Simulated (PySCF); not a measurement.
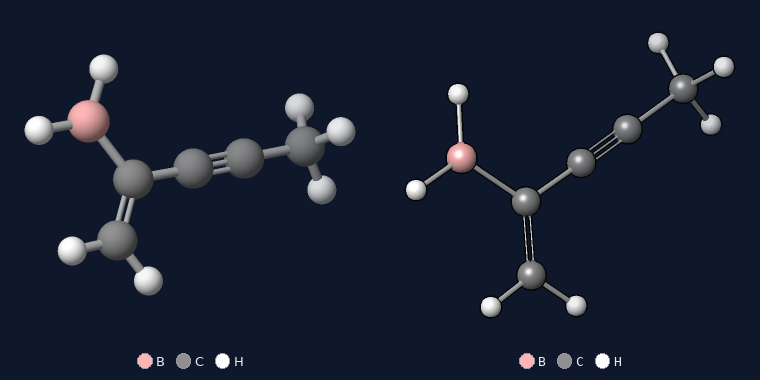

Two views of one molecule.

Computed geometry: GFN2-xTB optimisation. No frequency run is at hand to confirm it as a minimum.

Describe the molecule.

It has 13 atoms: 5 carbon, 7 hydrogen and 1 boron (C₅H₇B). Its SMILES string is `BC(=C)C#CC`. It has no ring. Among its groups: alkene, alkyne, B–H bond. The point group is C1. Coordination: 1 B trigonal planar; 2 C trigonal planar; 2 C linear; 1 C tetrahedral.

More results for the same structure follow; atom numbers are the same in all pictures, views and colours differ.

**Geometry**

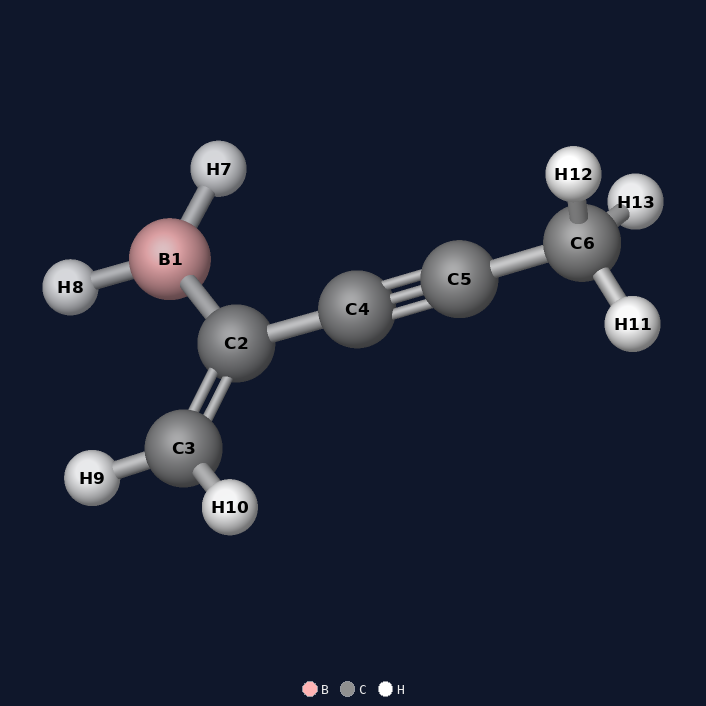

No frequency run is at hand to confirm it as a minimum.

Which atoms are bonded, and how long are the bonds?

```tsv
bond	length (Å)	order
B1–C2	1.551	single
B1–H7	1.169	single
B1–H8	1.170	single
C2–C3	1.347	double
C2–C4	1.421	single
C3–H9	1.077	single
C3–H10	1.080	single
C4–C5	1.203	triple
C5–C6	1.446	single
C6–H11	1.090	single
C6–H12	1.090	single
C6–H13	1.090	single
```

**Spin–spin coupling**

No frequency run is at hand to confirm it as a minimum. Method: B3LYP/pcJ-1 indirect spin-spin coupling, non-relativistic, gas phase (PySCF 2.14.0). Isotopes: 11B, 13C, 1H.

Give the spin–spin coupling constants of these pairs, with the number of bonds between them: B1/H7, B1/H8, B1/C2, B1/C4, B1/C3, B1/H10, B1/C5, B1/H9.

```json
{"pair": "B1, H7", "bonds apart": "1", "J (Hz)": "135.9"}
{"pair": "B1, H8", "bonds apart": "1", "J (Hz)": "131.3"}
{"pair": "B1, C2", "bonds apart": "1", "J (Hz)": "62.9"}
{"pair": "B1, C4", "bonds apart": "2", "J (Hz)": "2.9"}
{"pair": "B1, C3", "bonds apart": "2", "J (Hz)": "4.9"}
{"pair": "B1, H10", "bonds apart": "3", "J (Hz)": "9.5"}
{"pair": "B1, C5", "bonds apart": "3", "J (Hz)": "1.6"}
{"pair": "B1, H9", "bonds apart": "3", "J (Hz)": "6.5"}
```

**Polarisability**

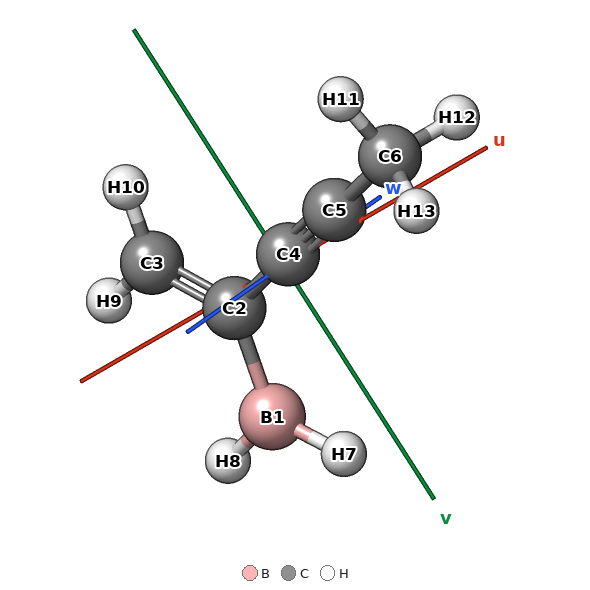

The lines u, v and w are the principal axes of the static dipole polarisability. No frequency run is at hand to confirm it as a minimum. Method: CAM-B3LYP/def2-SVPD (PySCF 2.14.0).

**Along which axis is the molecule most polarisable, and along which least?**

Most along u (nearly parallel to the C4–C5 bond), least along w.

**Give the three principal values.**

u 109.4, v 73.2, w 48.8 bohr³; mean 77.1, anisotropy 52.8 bohr³.

**Excitation**

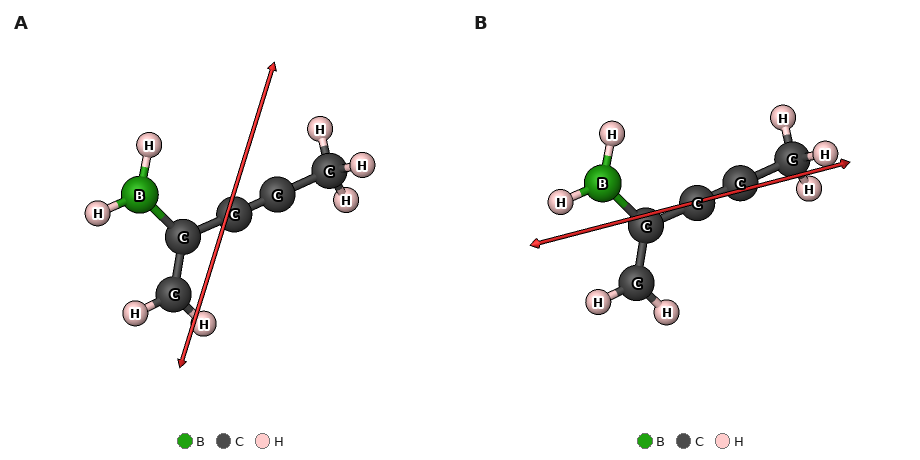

The double arrows show the directions of two transition dipoles from the ground state (lengths mean nothing). No frequency run is at hand to confirm it as a minimum. Level of theory: TDDFT CAM-B3LYP/def2-SVPD, vertical, gas phase, core orbitals frozen in the response (PySCF 2.14.0).

**One belongs to singlet state 2 and one to singlet state 5. Which is which?**

A: state 2, 4.44 eV (279 nm), oscillator strength 0.11, mainly HOMO → LUMO (weight 0.98).
B: state 5, 6.15 eV (202 nm), oscillator strength 0.16, mainly HOMO → LUMO+2 (weight 0.76).

The geometry is semi-empirical. Around B such bond lengths and angles can be off by a tenth of an ångström or more and by several degrees, and values that hang on the shape move with them.
